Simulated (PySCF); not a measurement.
Consider C₃H₅BF₂.

```xyz
11

F     2.7738   -0.2702   -0.3177
B     1.5980    0.1473    0.1191
F     1.6227    1.0689    1.0719
C     0.2600   -0.3842   -0.4220
C    -0.9244    0.5683   -0.4429
C    -0.8941   -0.5211    0.5592
H     0.3027   -1.1250   -1.2251
H    -1.6124    0.4813   -1.2874
H    -0.7547    1.5923   -0.0998
H    -0.7039   -0.2605    1.6038
H    -1.5587   -1.3773    0.4197
```

Geometry: PBE0-D3(BJ)/def2-SVP.

Computed with PBE0/pcSseg-1, SCF density, gas phase, non-relativistic in PySCF.

Q: What will maps of the electron density and electron localisation function show?

A: B–F (1.32 Å): ρ is about 2.2 e/Å³ halfway; the ELF peaks at about 0.85 between the atoms, as expected for a shared but strongly polarised pair.
C–B (1.54 Å): the density is about 1.5 e/Å³ at the midpoint; the ELF peaks at about 1 between the atoms; a covalent bond.
C–H (1.09 Å): ρ at the midpoint is about 2 e/Å³; the ELF climbs to about 1 towards the hydrogen, as it does in any bond to H: an ordinary covalent bond to hydrogen.

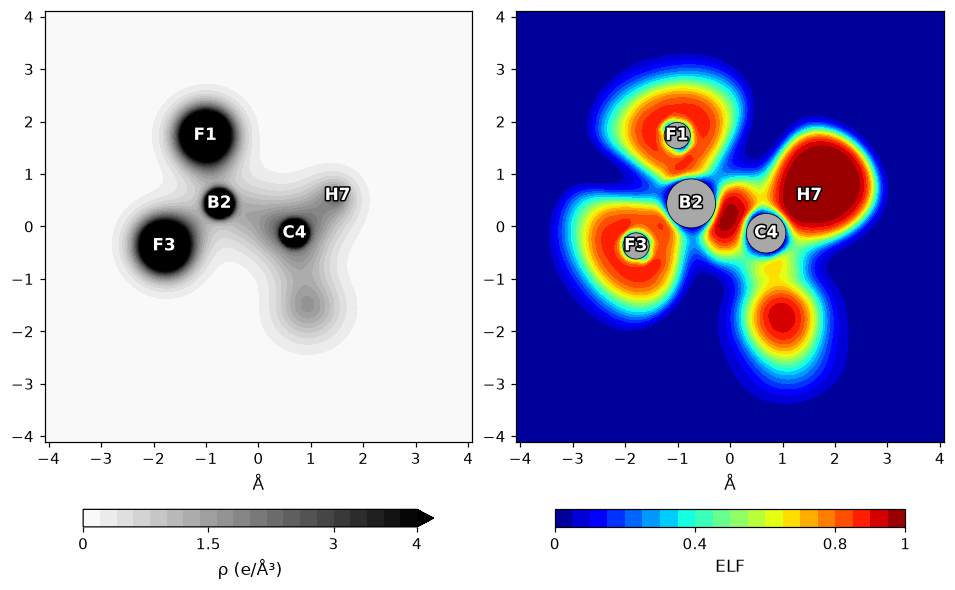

Computed electron density and electron localisation function on the plane of atoms F3, B2 and C4, in this order. Grey discs cover the atomic cores in the ELF map. 
